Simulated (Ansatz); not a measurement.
One crystal and one scan (energy against volume) at two levels, PBE (plane waves to 420 eV, PAW, scalar-relativistic; Ansatz, a quantum-chemistry and plane-wave program) and r2SCAN (plane waves to 500 eV, PAW, scalar-relativistic; Ansatz), each from its own relaxed cell and on its own mesh. The cell shown is that of PBE.

Os (hcp, Mg type)

```
Os
1.0
    2.75485     0.00000     0.00000
   -1.37743     2.38577     0.00000
    0.00000     0.00000     4.34430
Os
2
Direct
  0.33333   0.66667   0.75000
  0.66667   0.33333   0.25000
```

E(V) scan at fixed shape, V₀ the volume above. Symmetry pins the atoms to their sites.

Energies are smeared free energies. Os is run without spin polarisation. Os was relaxed with its symmetry unable to fall. Spin-orbit coupling is left out, though Os is heavy. With the shape held, the modulus is that of even scaling; a crystal free to change shape is softer. Percentages come from the unrounded values. Both scans cover V/V₀ from 0.900 to 1.100.

```json
[
 {"quantity": "Lattice constant a (Å)", "PBE": "2.755", "r2SCAN": "2.738", "PBE − r2SCAN": "+0.017 (+0.6 %)"},
 {"quantity": "Lattice constant c (Å)", "PBE": "4.344", "r2SCAN": "4.316", "PBE − r2SCAN": "+0.028 (+0.7 %)"},
 {"quantity": "Relaxed volume (Å³/atom)", "PBE": "14.28", "r2SCAN": "14.01", "PBE − r2SCAN": "+0.27 (+1.9 %)"},
 {"quantity": "Pressure at the smallest volume (GPa)", "PBE": "53.9", "r2SCAN": "57.9", "PBE − r2SCAN": "-4.0 (-6.9 %)"},
 {"quantity": "Energy cost of the largest compression (meV/atom)", "PBE": "217", "r2SCAN": "229", "PBE − r2SCAN": "-12 (-5 %)"},
 {"quantity": "Energy cost of the largest expansion (meV/atom)", "PBE": "147", "r2SCAN": "156", "PBE − r2SCAN": "-9 (-6 %)"},
 {"quantity": "Bulk modulus at fixed cell shape B₀ (third-order Birch-Murnaghan fit) (GPa)", "PBE": "397.5", "r2SCAN": "428.1", "PBE − r2SCAN": "-30.6 (-7.1 %)"},
 {"quantity": "Pressure derivative B₀′ (fit)", "PBE": "4.8", "r2SCAN": "4.7", "PBE − r2SCAN": "+0.1 (+1 %)"},
 {"quantity": "Pressure for 5 % compression (fit) (GPa)", "PBE": "23.1", "r2SCAN": "24.8", "PBE − r2SCAN": "-1.7 (-7 %)"}
]
```

PBE gives the higher value for: lattice constant a; lattice constant c; relaxed volume. PBE gives the lower value for: pressure at the smallest volume; energy cost of the largest compression; energy cost of the largest expansion; bulk modulus at fixed cell shape B₀; pressure for 5 % compression. They agree on: pressure derivative B₀′ (within 1.5 %).

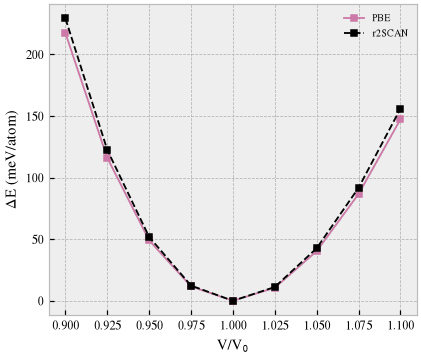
Figure. ΔE, each from the relaxed starting cell of its own level.

(A scan under strain: stresses follow from slopes of the energy per volume, elastic moduli from its curvatures.)
